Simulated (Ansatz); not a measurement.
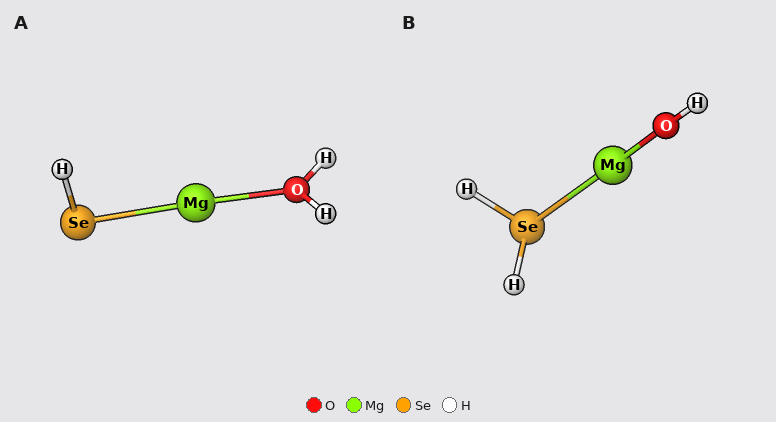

2 stationary structures of one formula. State: charge +1, singlet. Geometries: PBE0-D4/def2-TZVP. Electronic energies: B3LYP-D4/def2-TZVPP (Ansatz 0.2.0), without zero-point energy. No frequency run is at hand to confirm each as a minimum.

**Which is lowest in energy, and by how much?**

A is lowest; B lies 70.4 kJ/mol above it.
